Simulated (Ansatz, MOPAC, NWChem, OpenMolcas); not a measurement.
SnCl2 (SMILES [Cl][Sn][Cl]): the zero-point energy at each level's own minimum, rung by rung

SnCl2, singlet, SMILES `[Cl][Sn][Cl]`. Each level relaxes the structure for itself.

Each level gives the zero-point energy at each level's own minimum (kJ/mol). The values are calculated.

```tsv
level	kind	program	value (kJ/mol)
PM6	semi-empirical	MOPAC	4.8
PM6-D3	semi-empirical	MOPAC	4.8
PM6-DH+	semi-empirical	MOPAC	4.8
PM7	semi-empirical	MOPAC	5.5
HF/3-21G	Hartree–Fock	OpenMolcas	4.8
BP86/def2-SVP (core potential)	GGA	NWChem	4.7
PBE/def2-SVP (core potential)	GGA	NWChem	4.9
PBE0-D4/def2-TZVP (core potential)	global hybrid	Ansatz	4.9
PBE0/def2-SVP (core potential)	global hybrid	OpenMolcas	5.0
```

All-electron rows without a relativistic Hamiltonian named are non-relativistic, while core potentials hold scalar relativity, so basis and relativity change together. Harmonic and unscaled. The values span 4.7 to 5.5 kJ/mol.

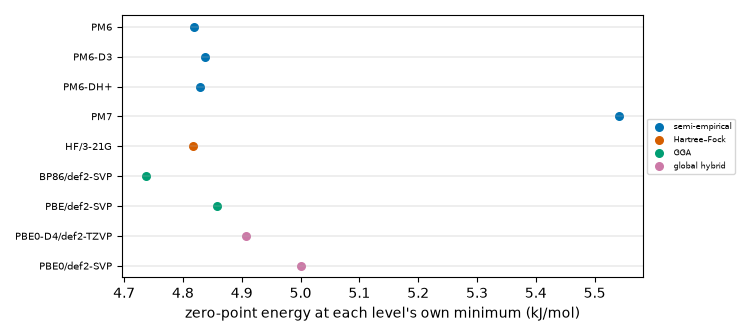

The values of the table, level by level.
